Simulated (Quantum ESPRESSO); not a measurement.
# In2Se2, 2 layers, AA' stacking against a metal electrode: a series in the charge of the slab, part 2 of 3

Aim: how the results for In2Se2, 2 layers, AA' stacking against a metal electrode change with the charge of the slab.

Quantum ESPRESSO 7.5; plane-wave DFT, PBE, GBRV ultrasoft pseudopotentials.

So far. Step 2 (Variable-cell relaxation of the reference):  The last row is no step: it is a fresh SCF in the final cell with a new plane-wave basis, +2 meV from the row before.

### 3. SCF with pw.x, 0 ×10¹³ e/cm²

A run under open boundaries on these atoms gives the vacuum levels.

Level of this step: plane-wave DFT, PBE, GBRV ultrasoft pseudopotentials (Quantum ESPRESSO 7.5).

The input, m2.esm.in:

```
&control
  prefix = 'm2.esm'
  outdir = './out'
  pseudo_dir = './pseudo'
  calculation = 'scf'
  tprnfor = .true.
/
&system
  ibrav = 0
  nat = 8
  ntyp = 2
  ecutwfc = 40
  ecutrho = 200
  occupations = 'smearing'
  smearing = 'fd'
  degauss = 0.004
  assume_isolated = 'esm'
  esm_bc = 'bc3'
  tot_charge = 0.0
/
&electrons
  conv_thr = 1e-08
  mixing_beta = 0.4
  electron_maxstep = 120
  mixing_mode = 'plain'
/
ATOMIC_SPECIES
  Se  78.9710  se_pbe_v1.uspp.F.UPF
  In  114.8180  in_pbe_v1.4.uspp.F.UPF
CELL_PARAMETERS angstrom
  4.03258720200000 0.00000000000000 0.00000000000000
  -2.01629360100000 3.49232296000000 0.00000000000000
  0.00000000000000 0.00000000000000 29.48581892800000
ATOMIC_POSITIONS crystal
  Se  0.333333333300 0.666666666700 -0.166057246556
  In  0.000000000000 0.000000000000 -0.122251453356
  In  0.000000000000 0.000000000000 -0.027475312756
  Se  0.333333333300 0.666666666700 0.016190074144
  Se  0.000000000000 0.000000000000 0.119468359144
  In  0.333333333300 0.666666666700 0.163133746044
  In  0.333333333300 0.666666666700 0.257909886644
  Se  0.000000000000 0.000000000000 0.301715679844
K_POINTS automatic
  18 18 1 0 0 0
```

The run is started by

```console
$ OMP_NUM_THREADS=1 mpirun -n 4 pw.x -nk 4 -in m2.esm.in > m2.esm.out
```

Output:

```text
[banner, memory and clock lines left out]
Program PWSCF v.7.5 starts
[citation notice left out]

[...]
Message from routine setup:
[...]
bravais-lattice index     =            0
     lattice parameter (alat)  =       7.6205  a.u.
     unit-cell volume          =    2802.2570 (a.u.)^3
     number of atoms/cell      =            8
     number of atomic types    =            2
     number of electrons       =        76.00
     number of Kohn-Sham states=           46
     kinetic-energy cutoff     =      40.0000  Ry
     charge density cutoff     =     200.0000  Ry
     scf convergence threshold =      1.0E-08
     mixing beta               =       0.4000
     number of iterations used =            8  plain     mixing
     Exchange-correlation=  SLA  PW   PBX  PBC
                           (   1   4   3   4   0   0   0)

     Effective Screening Medium Method
     Boundary Conditions: Vacuum-Slab-Metal
     total charge in unit cell        =   0.0000
     grid points for fit at edges     =        4

[...]
PseudoPot. # 1 for Se read from file:
     ./pseudo/se_pbe_v1.uspp.F.UPF
     Pseudo is Ultrasoft + core correction, Zval =  6.0
     Generated by new atomic code, or converted to UPF format
     Using radial grid of  877 points,  6 beta functions with:
                l(1) =   0
                l(2) =   0
                l(3) =   1
                l(4) =   1
                l(5) =   2
                l(6) =   2
     Q(r) pseudized with  8 coefficients,  rinner =    1.300   1.300   1.300
                                                       1.300   1.300

     PseudoPot. # 2 for In read from file:
     ./pseudo/in_pbe_v1.4.uspp.F.UPF
     Pseudo is Ultrasoft + core correction, Zval = 13.0
     Generated by new atomic code, or converted to UPF format
     Using radial grid of  889 points,  6 beta functions with:
                l(1) =   0
                l(2) =   0
                l(3) =   1
                l(4) =   1
                l(5) =   2
                l(6) =   2
     Q(r) pseudized with  6 coefficients,  rinner =    1.400   1.400   1.400
                                                       1.400   1.400

     atomic species   valence    mass     pseudopotential
     Se                6.00    78.97100     Se( 1.00)
     In               13.00   114.81800     In( 1.00)

      6 Sym. Ops. (no inversion) found

[...]
number of k points=    37  Fermi-Dirac smearing, width (Ry)=  0.0040
[...]
Dense  grid:   133895 G-vectors     FFT dimensions: (  36,  36, 256)

     Smooth grid:    95997 G-vectors     FFT dimensions: (  32,  32, 225)

     Initial potential from superposition of free atoms

     starting charge      69.9997, renormalised to      76.0000

     negative rho (up, down):  4.058E-04 0.000E+00
     Starting wfcs are   52 randomized atomic wfcs

     per-process dynamical memory:   183.3 Mb

     Self-consistent Calculation

     iteration #  1     ecut=    40.00 Ry     beta= 0.40
     Davidson diagonalization with overlap
     ethr =  1.00E-02,  avg # of iterations =  4.4

     negative rho (up, down):  1.771E-05 0.000E+00

     total energy              =    -708.21358515 Ry
     estimated scf accuracy    <       4.52818814 Ry

     iteration #  2     ecut=    40.00 Ry     beta= 0.40
[...]
negative rho (up, down):  7.353E-06 0.000E+00

[...]
total energy              =    -708.03368606 Ry
     estimated scf accuracy    <       0.76381303 Ry

     iteration #  3     ecut=    40.00 Ry     beta= 0.40
[...]
negative rho (up, down):  5.718E-06 0.000E+00

[...]
total energy              =    -708.56347607 Ry
     estimated scf accuracy    <       0.17792525 Ry

     iteration #  4     ecut=    40.00 Ry     beta= 0.40
[...]
negative rho (up, down):  1.706E-05 0.000E+00

[...]
total energy              =    -708.60197944 Ry
     estimated scf accuracy    <       0.09475862 Ry

     iteration #  5     ecut=    40.00 Ry     beta= 0.40
[...]
negative rho (up, down):  6.703E-05 0.000E+00

[...]
total energy              =    -708.58703944 Ry
     estimated scf accuracy    <       0.05904179 Ry

     iteration #  6     ecut=    40.00 Ry     beta= 0.40
[...]
negative rho (up, down):  2.445E-04 0.000E+00

[...]
total energy              =    -708.60636986 Ry
     estimated scf accuracy    <       0.00933989 Ry

[...]
iteration # 29     ecut=    40.00 Ry     beta= 0.40
[...]
negative rho (up, down):  4.154E-04 0.000E+00

[...]
total energy              =    -708.61623437 Ry
     estimated scf accuracy    <       0.00000010 Ry

     iteration # 30     ecut=    40.00 Ry     beta= 0.40
[...]
negative rho (up, down):  4.154E-04 0.000E+00

[...]
total energy              =    -708.61623435 Ry
     estimated scf accuracy    <       0.00000013 Ry

     iteration # 31     ecut=    40.00 Ry     beta= 0.40
[...]
negative rho (up, down):  4.153E-04 0.000E+00

[...]
total energy              =    -708.61623437 Ry
     estimated scf accuracy    <       0.00000003 Ry

     iteration # 32     ecut=    40.00 Ry     beta= 0.40
[...]
negative rho (up, down):  4.152E-04 0.000E+00

[...]
End of self-consistent calculation

          k = 0.0000 0.0000 0.0000 ( 12047 PWs)   bands (ev):

   -20.0173 -20.0170 -19.8320 -19.8320 -19.8319 -19.8319 -19.7513 -19.7513
   -19.7512 -19.7512 -19.7372 -19.7372 -19.7371 -19.7371 -19.5656 -19.5656
   -19.5655 -19.5655 -19.5385 -19.5361 -18.6513 -18.4712 -18.4124 -18.3152
   -11.4365 -11.2663  -9.2655  -8.8401  -6.5884  -6.5884  -6.4405  -6.4405
    -6.4332  -6.4092  -6.4092  -6.3554  -6.3554  -5.7219  -4.6066  -3.9228
    -3.1599  -3.1379  -1.0013  -1.0010  -0.9283  -0.9282

          k = 0.0000 0.0642 0.0000 ( 12053 PWs)   bands (ev):

   -20.0170 -20.0167 -19.8435 -19.8425 -19.8315 -19.8314 -19.7615 -19.7607
   -19.7494 -19.7493 -19.7405 -19.7403 -19.7354 -19.7354 -19.5788 -19.5775
   -19.5659 -19.5658 -19.5218 -19.5209 -18.6184 -18.4401 -18.3821 -18.2863
   -11.4168 -11.2529  -9.2602  -8.8678  -6.7717  -6.7243  -6.6299  -6.6106
    -6.6038  -6.4784  -6.4453  -6.3871  -6.2532  -5.6846  -4.3937  -3.7998
    -2.9756  -2.9689  -1.2010  -1.1157  -0.9662  -0.8976

[...]
the Fermi energy is    -5.0446 ev

!    total energy              =    -708.61623448 Ry
     estimated scf accuracy    <          1.3E-09 Ry
     smearing contrib. (-TS)   =      -0.00000020 Ry
     internal energy E=F+TS    =    -708.61623428 Ry

     The total energy is F=E-TS. E is the sum of the following terms:
     one-electron contribution =  -55161.54864561 Ry
     hartree contribution      =   27597.83436122 Ry
     xc contribution           =    -269.96104251 Ry
     ewald contribution        =   27125.05909263 Ry

     convergence has been achieved in  32 iterations

     negative rho (up, down):  4.152E-04 0.000E+00

     Forces acting on atoms (cartesian axes, Ry/au):

     atom    1 type  1   force =     0.00000000    0.00000000   -0.00291767
     atom    2 type  2   force =     0.00000000    0.00000000   -0.00229007
     atom    3 type  2   force =     0.00000000    0.00000000   -0.00027517
     atom    4 type  1   force =     0.00000000    0.00000000   -0.00038569
     atom    5 type  1   force =     0.00000000   -0.00000000    0.00038073
     atom    6 type  2   force =     0.00000000    0.00000000    0.00026406
     atom    7 type  2   force =     0.00000000    0.00000000    0.00228749
     atom    8 type  1   force =     0.00000000    0.00000000    0.00291561

     Total force =     0.005285     Total SCF correction =     0.000151

[...]
```

Elapsed: 8.6 min, on 4 MPI ranks of Arm Neoverse V1, shared host; peak memory 1.2 GiB.

Read from the output:

* Fermi energy: -5.045 eV
* vacuum line at the lower end of the cell, over the Fermi level: 5.045 eV
* slope of the potential above: 9.52e-5 eV/Å
* vacuum line at the upper end of the cell, over the Fermi level: 5.045 eV

The potential energy, planar mean oscillates, so the rows of the table below give means over windows of 2.07 Å about each position, cut where the curve ends. Its maxima inside the range that stand out by 2 % of the span (Å: eV): -4.3: -7.90, -2.2: 2.13, -0.2: -8.01, 2.0: 4.20, 4.2: -8.02, 6.2: 2.13, 8.2: -7.93. Its minima: -4.8: -10.7, -3.7: -10.0, -0.8: -10.1, 0.5: -10.7, 3.6: -10.7, 4.7: -10.1, 7.6: -10.0, 8.9: -10.7.

Electrostatic potential energy of an electron; zero at the Fermi level. Table of potential energy, planar mean by z; means over each step:

| z (Å) | potential energy, planar mean (eV) |
| --- | --- |
| -13.71 | 5.04 |
| -11.63 | 5.04 |
| -9.56 | 5.04 |
| -7.49 | 4.98 |
| -5.42 | -2.98 |
| -3.35 | -5.72 |
| -1.28 | -4.64 |
| 0.79 | -4.42 |
| 2.86 | -2.23 |
| 4.93 | -6.45 |
| 7.00 | -3.95 |
| 9.07 | -5.16 |
| 11.14 | 4.86 |
| 13.21 | 5.04 |

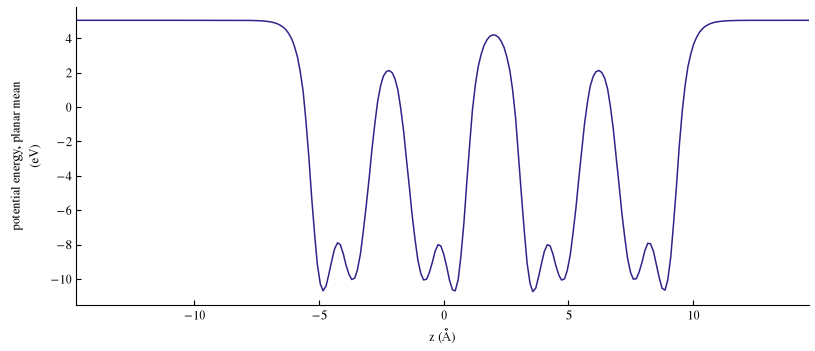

Potential energy, planar mean, plotted against z.

Inside the slab this potential holds the local part of the pseudopotentials, which can be repulsive at the nuclei; only its value in the vacuum has a meaning of its own.

### 4. Self-consistent run, 1 ×10¹³ e/cm²

m3.esm.in, as its differences from the input of step 3:

```diff
@@ -1,3 +1,3 @@
 &control
-  prefix = 'm2.esm'
+  prefix = 'm3.esm'
   outdir = './out'
@@ -18,3 +18,3 @@
   esm_bc = 'bc3'
-  tot_charge = 0.0
+  tot_charge = 0.0148
 /
@@ -25,2 +25,3 @@
   mixing_mode = 'plain'
+  startingpot = 'file'
 /
```

The run is started by

```console
$ cp -r out/m2.esm.save out/m3.esm.save
$ OMP_NUM_THREADS=1 mpirun -n 4 pw.x -nk 4 -in m3.esm.in > m3.esm.out
```

Output:

```text
[banner, memory and clock lines left out]
Program PWSCF v.7.5 starts
[...]
Message from routine setup:
[...]
number of electrons       =        75.99
     number of Kohn-Sham states=           46
     kinetic-energy cutoff     =      40.0000  Ry
     charge density cutoff     =     200.0000  Ry
[...]
number of k points=    37  Fermi-Dirac smearing, width (Ry)=  0.0040
[...]
Dense  grid:   133895 G-vectors     FFT dimensions: (  36,  36, 256)
[...]
The initial density is read from file :
[...]
negative rho (up, down):  4.151E-04 0.000E+00
     Starting wfcs are   52 randomized atomic wfcs
[...]
negative rho (up, down):  4.063E-04 0.000E+00
[...]
estimated scf accuracy    <       0.02818061 Ry
[...]
negative rho (up, down):  4.055E-04 0.000E+00
[...]
estimated scf accuracy    <       1.61350523 Ry
[...]
negative rho (up, down):  4.055E-04 0.000E+00
[...]
estimated scf accuracy    <       0.02042784 Ry
[...]
negative rho (up, down):  4.064E-04 0.000E+00
[...]
estimated scf accuracy    <       0.00347032 Ry
[...]
negative rho (up, down):  4.080E-04 0.000E+00
[...]
estimated scf accuracy    <       0.00261478 Ry
[...]
negative rho (up, down):  4.102E-04 0.000E+00
[...]
estimated scf accuracy    <       0.00151272 Ry
[...]
negative rho (up, down):  4.135E-04 0.000E+00
[...]
estimated scf accuracy    <       0.00086983 Ry
[...]
negative rho (up, down):  4.142E-04 0.000E+00
[...]
estimated scf accuracy    <       0.00027104 Ry
[...]
negative rho (up, down):  4.143E-04 0.000E+00
[...]
estimated scf accuracy    <       0.00020597 Ry
[...]
negative rho (up, down):  4.214E-04 0.000E+00
[...]
estimated scf accuracy    <       0.00026352 Ry
[...]
negative rho (up, down):  4.248E-04 0.000E+00
[...]
estimated scf accuracy    <       0.00011042 Ry
[...]
negative rho (up, down):  4.264E-04 0.000E+00
[...]
estimated scf accuracy    <       0.00002146 Ry
[...]
negative rho (up, down):  4.243E-04 0.000E+00
[...]
estimated scf accuracy    <       0.00005330 Ry
[...]
negative rho (up, down):  4.237E-04 0.000E+00
[...]
estimated scf accuracy    <       0.00002536 Ry
[...]
negative rho (up, down):  4.201E-04 0.000E+00
[...]
estimated scf accuracy    <       0.00002163 Ry
[...]
negative rho (up, down):  4.194E-04 0.000E+00
[...]
estimated scf accuracy    <       0.00002124 Ry
[...]
negative rho (up, down):  4.214E-04 0.000E+00
[...]
estimated scf accuracy    <       0.00002900 Ry
[...]
negative rho (up, down):  4.222E-04 0.000E+00
[...]
estimated scf accuracy    <       0.00001987 Ry
[...]
negative rho (up, down):  4.221E-04 0.000E+00
[...]
estimated scf accuracy    <       0.00001538 Ry
[...]
negative rho (up, down):  4.219E-04 0.000E+00
[...]
estimated scf accuracy    <       0.00001160 Ry
[...]
negative rho (up, down):  4.223E-04 0.000E+00
[...]
estimated scf accuracy    <       0.00001635 Ry
[...]
negative rho (up, down):  4.230E-04 0.000E+00
[...]
estimated scf accuracy    <       0.00000665 Ry
[...]
negative rho (up, down):  4.223E-04 0.000E+00
[...]
estimated scf accuracy    <       0.00001242 Ry
[...]
negative rho (up, down):  4.225E-04 0.000E+00
[...]
estimated scf accuracy    <       0.00000470 Ry
[...]
negative rho (up, down):  4.227E-04 0.000E+00
[...]
estimated scf accuracy    <       0.00000014 Ry
[...]
negative rho (up, down):  4.227E-04 0.000E+00
[...]
estimated scf accuracy    <       0.00000018 Ry
[...]
negative rho (up, down):  4.227E-04 0.000E+00
[...]
estimated scf accuracy    <       0.00000011 Ry
[...]
negative rho (up, down):  4.228E-04 0.000E+00
[...]
estimated scf accuracy    <       0.00000005 Ry
[...]
negative rho (up, down):  4.228E-04 0.000E+00
[...]
estimated scf accuracy    <       0.00000020 Ry
[...]
negative rho (up, down):  4.228E-04 0.000E+00
[...]
estimated scf accuracy    <       0.00000008 Ry
[...]
negative rho (up, down):  4.228E-04 0.000E+00
[...]
the Fermi energy is    -6.4861 ev
!    total energy              =    -708.60974629 Ry
     estimated scf accuracy    <          1.3E-09 Ry
     smearing contrib. (-TS)   =      -0.00023597 Ry
     internal energy E=F+TS    =    -708.60951032 Ry
[...]
one-electron contribution =  -55156.15392200 Ry
     hartree contribution      =   27592.43767633 Ry
     xc contribution           =    -269.95235727 Ry
     ewald contribution        =   27125.05909263 Ry
     convergence has been achieved in  31 iterations
     negative rho (up, down):  4.228E-04 0.000E+00
[...]
Total force =     0.005540     Total SCF correction =     0.000193
[...]
```

The job ended after 9.1 min (4 MPI ranks; peak memory 1.2 GiB).

This step gave:

| Item | Value |
| --- | --- |
| Fermi energy | -6.486 eV |
| vacuum line at the lower end of the cell, over the Fermi level | 5.469 eV |
| slope of the potential above | 0.1903 eV/Å |
| vacuum line at the upper end of the cell, over the Fermi level | 6.486 eV |

Inside the slab this potential holds the local part of the pseudopotentials, which can be repulsive at the nuclei; only its value in the vacuum has a meaning of its own.

### 5. Ground state, -1.5 ×10¹³ e/cm²

m1.esm.in, as its differences from the input of step 4:

```diff
@@ -1,3 +1,3 @@
 &control
-  prefix = 'm3.esm'
+  prefix = 'm1.esm'
   outdir = './out'
@@ -18,3 +18,3 @@
   esm_bc = 'bc3'
-  tot_charge = 0.0148
+  tot_charge = -0.0222
 /
```

The run is started by

```console
$ cp -r out/m2.esm.save out/m1.esm.save
$ OMP_NUM_THREADS=1 mpirun -n 4 pw.x -nk 4 -in m1.esm.in > m1.esm.out
```

Output:

```text
[banner, memory and clock lines left out]
Program PWSCF v.7.5 starts
[...]
Message from routine setup:
[...]
number of electrons       =        76.02
     number of Kohn-Sham states=           46
     kinetic-energy cutoff     =      40.0000  Ry
     charge density cutoff     =     200.0000  Ry
[...]
number of k points=    37  Fermi-Dirac smearing, width (Ry)=  0.0040
[...]
Dense  grid:   133895 G-vectors     FFT dimensions: (  36,  36, 256)
[...]
The initial density is read from file :
[...]
negative rho (up, down):  4.153E-04 0.000E+00
     Starting wfcs are   52 randomized atomic wfcs
[...]
negative rho (up, down):  3.919E-04 0.000E+00
[...]
estimated scf accuracy    <       0.06721670 Ry
[...]
negative rho (up, down):  3.844E-04 0.000E+00
[...]
estimated scf accuracy    <      35.80744037 Ry
[...]
negative rho (up, down):  3.840E-04 0.000E+00
[...]
estimated scf accuracy    <       0.06731923 Ry
[...]
negative rho (up, down):  3.826E-04 0.000E+00
[...]
estimated scf accuracy    <       0.01457599 Ry
[...]
negative rho (up, down):  3.792E-04 0.000E+00
[...]
estimated scf accuracy    <       0.01436852 Ry
[...]
negative rho (up, down):  3.779E-04 0.000E+00
[...]
estimated scf accuracy    <       0.01158647 Ry
[...]
negative rho (up, down):  3.798E-04 0.000E+00
[...]
estimated scf accuracy    <       0.00875208 Ry
[...]
negative rho (up, down):  3.842E-04 0.000E+00
[...]
estimated scf accuracy    <       0.00644084 Ry
[...]
negative rho (up, down):  3.852E-04 0.000E+00
[...]
estimated scf accuracy    <       0.00391792 Ry
[...]
negative rho (up, down):  3.881E-04 0.000E+00
[...]
estimated scf accuracy    <       0.00310326 Ry
[...]
negative rho (up, down):  3.952E-04 0.000E+00
[...]
estimated scf accuracy    <       0.00156427 Ry
[...]
negative rho (up, down):  3.992E-04 0.000E+00
[...]
estimated scf accuracy    <       0.00032475 Ry
[...]
negative rho (up, down):  3.914E-04 0.000E+00
[...]
estimated scf accuracy    <       0.00041760 Ry
[...]
negative rho (up, down):  3.643E-04 0.000E+00
[...]
estimated scf accuracy    <       0.00042499 Ry
[...]
negative rho (up, down):  3.678E-04 0.000E+00
[...]
estimated scf accuracy    <       0.00065736 Ry
[...]
negative rho (up, down):  3.688E-04 0.000E+00
[...]
estimated scf accuracy    <       0.00058610 Ry
[...]
negative rho (up, down):  3.581E-04 0.000E+00
[...]
estimated scf accuracy    <       0.00056843 Ry
[...]
negative rho (up, down):  4.150E-04 0.000E+00
[...]
estimated scf accuracy    <       0.00083362 Ry
[...]
negative rho (up, down):  3.994E-04 0.000E+00
[...]
estimated scf accuracy    <       0.00021402 Ry
[...]
negative rho (up, down):  3.993E-04 0.000E+00
[...]
estimated scf accuracy    <       0.00006326 Ry
[...]
negative rho (up, down):  3.960E-04 0.000E+00
[...]
estimated scf accuracy    <       0.00001888 Ry
[...]
negative rho (up, down):  3.975E-04 0.000E+00
[...]
estimated scf accuracy    <       0.00001525 Ry
[...]
negative rho (up, down):  3.982E-04 0.000E+00
[...]
estimated scf accuracy    <       0.00000394 Ry
[...]
negative rho (up, down):  3.990E-04 0.000E+00
[...]
estimated scf accuracy    <       0.00000060 Ry
[...]
negative rho (up, down):  3.993E-04 0.000E+00
[...]
estimated scf accuracy    <       0.00000014 Ry
[...]
negative rho (up, down):  3.997E-04 0.000E+00
[...]
estimated scf accuracy    <       0.00000011 Ry
[...]
negative rho (up, down):  3.996E-04 0.000E+00
[...]
estimated scf accuracy    <       0.00000001 Ry
[...]
negative rho (up, down):  3.996E-04 0.000E+00
[...]
the Fermi energy is    -2.9904 ev
!    total energy              =    -708.62248784 Ry
     estimated scf accuracy    <          3.9E-09 Ry
     smearing contrib. (-TS)   =      -0.00010790 Ry
     internal energy E=F+TS    =    -708.62237994 Ry
[...]
one-electron contribution =  -55169.54421984 Ry
     hartree contribution      =   27605.83529420 Ry
     xc contribution           =    -269.97254693 Ry
     ewald contribution        =   27125.05909263 Ry
     convergence has been achieved in  28 iterations
     negative rho (up, down):  3.996E-04 0.000E+00
[...]
Total force =     0.006289     Total SCF correction =     0.000274
[...]
```

It took 8.7 min on 4 MPI ranks; peak memory 1.2 GiB.

Read from the output:

- Fermi energy: -2.990 eV
- vacuum line at the lower end of the cell, over the Fermi level: 4.499 eV
- slope of the potential above: -0.2852 eV/Å
- vacuum line at the upper end of the cell, over the Fermi level: 2.991 eV

Inside the slab this potential holds the local part of the pseudopotentials, which can be repulsive at the nuclei; only its value in the vacuum has a meaning of its own.

[end of part 2 of 3]

[Logs are printed without paths, hosts, clocks, repeated set-up lines and the standing remarks that a program may print on its own settings, such as how far it seeks lower states.]

[Hosts, paths, dates, database ids (printed as entryN), source tags and the programs' standing remarks are cut or masked in the printed files.]

[Maps of the electrostatic potential energy from Ansatz leave out the sawtooth potential of an applied field or a dipole correction, so their vacuum need not be flat; planar profiles and work functions include it.]
